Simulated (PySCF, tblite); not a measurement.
**C₂H₇NSi, a small gas-phase stand-in for a defect centre: NMR shifts, core binding energies and electronic excitations**

Wanted: the NMR shifts, core binding energies and electronic excitations for `N[C]C[SiH3]`. It is drawn as: twofold C.

Programs: tblite 0.8.0 and PySCF 2.14.0. All values are calculated, for the isolated system unless a continuum is named. Atoms count from 0, parts from 1.

## 1. Starting point

11 atoms, charge 0, multiplicity 1; geometry: distance geometry start.

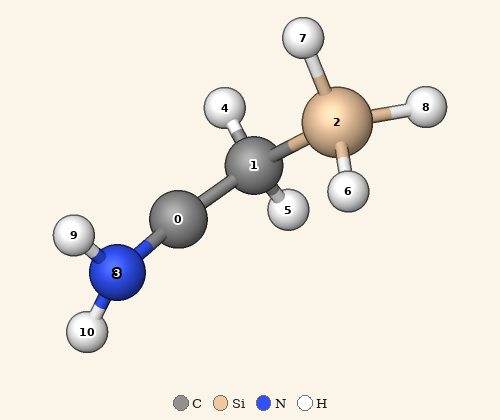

The starting geometry (carbon grey, silicon light orange, nitrogen blue, hydrogen white), atoms numbered.

## 2. Relaxing the cluster with GFN2-xTB

Job settings and geometry (Å):

```
{"job": {"kind": "relax", "xc": "GFN2-xTB", "basis": "xTB"}, "charge": 0, "multiplicity": 1}
C     -1.503486    -1.061347    -1.459484
C     -0.436331    -0.148214    -1.898527
Si    -0.532667     1.420604    -0.940187
N     -2.562287    -1.778572    -0.798917
H     -0.570700     0.069980    -2.904892
H      0.481697    -0.613467    -1.734816
H     -0.909179     1.135596     0.405152
H     -1.479356     2.275926    -1.533651
H      0.739102     2.037619    -0.922832
H     -3.516263    -1.483155    -0.994738
H     -2.438139    -2.805487    -0.731334
```

With the program's defaults for keys left out, this is: GFN2-xTB geometry optimisation, gas phase.

Launch:

```console
$ OMP_NUM_THREADS=1 python cluster_run.py task.json out
```

This one command runs all jobs of the session in turn.

**Question.** The jobs that follow are: PBE0-D3(BJ)/def2-SVP geometry optimisation, gas phase; GIAO PBE0/pcSseg-2 NMR shielding, non-relativistic, gas phase; delta-SCF UKS SCAN, pcX-2 on the ionised atom, pcseg-1 elsewhere, spin-free X2C; TDDFT CAM-B3LYP/def2-SVPD, vertical, gas phase, core orbitals frozen in the response. Predict: point group; rotational constants (main isotopes); ¹³C shifts against TMS (PBE0/pcSseg-2); ¹H shifts against TMS (PBE0/pcSseg-2); ²⁹Si shifts against TMS (PBE0/pcSseg-2); ¹⁵N shifts against NH3 (PBE0/pcSseg-2); C1s binding energies, SCAN/pcX-2; Si2p binding energies, SCAN/pcX-2; N1s binding energies, SCAN/pcX-2; lowest singlet (CAM-B3LYP/def2-SVPD); brightest single state of those computed; lowest triplet; vertical ionisation energy (ΔSCF).

**Answer**, as computed:

```
                                quantity                                         value
                             point group                                            C1
    rotational constants (main isotopes)                         16.35, 2.92, 2.78 GHz
  ¹³C shifts against TMS (PBE0/pcSseg-2)                               356.7, 46.5 ppm
   ¹H shifts against TMS (PBE0/pcSseg-2)  8.59, 7.97, 4.45, 4.11, 3.75, 3.32, 2.09 ppm
 ²⁹Si shifts against TMS (PBE0/pcSseg-2)                                     -68.3 ppm
  ¹⁵N shifts against NH3 (PBE0/pcSseg-2)                                     185.4 ppm
        C1s binding energies, SCAN/pcX-2                       C0 290.98, C1 290.35 eV
       Si2p binding energies, SCAN/pcX-2                                 Si2 106.88 eV
        N1s binding energies, SCAN/pcX-2                                  N3 406.41 eV
    lowest singlet (CAM-B3LYP/def2-SVPD)                   3.73 eV (333 nm), f = 0.009
brightest single state of those computed                   state 5, 6.60 eV, f = 0.155
                          lowest triplet                                       2.39 eV
       vertical ionisation energy (ΔSCF)                                       8.11 eV
```

**Reading.** The start of the PBE0/def2-SVP relaxation was shaken at random by about 0.01 Å, so part of the energy gained, and of the first lengths quoted, undoes that. Over 9 steps the energy fell by 0.105 eV; of the close pairs, Si2–H7 changed most, 1.436 to 1.494 Å (PBE0/def2-SVP). No frequency check was run at this level, so the end point may be a saddle. Hydrogens of an XH3 group are listed apart at this fixed geometry; free rotation makes them one line at their mean. At PBE0/pcSseg-2: The widest tensor belongs to C0: span 761 ppm, with a paramagnetic part of -427 ppm. At SCAN/pcX-2: C0 (carbon bonded to C, N) binds its C1s electron 0.63 eV more tightly than C1 (carbon bonded to C, Si, 2 H). The lowest singlet, at 3.73 eV, is HOMO→LUMO 0.92 and is weak; of the 6 states computed, the strongest absorption comes from state 5 at 6.60 eV. The lowest triplet lies 1.33 eV below the lowest singlet (triplets in Tamm-Dancoff, singlets in full TDDFT). The orbital energy would give 7.27 eV for ionisation, ΔSCF gives 8.11 eV. A capped cluster stands for the solid here, so long-range fields and strain are missing, and bands or shifts of the capping hydrogens have no counterpart in it.
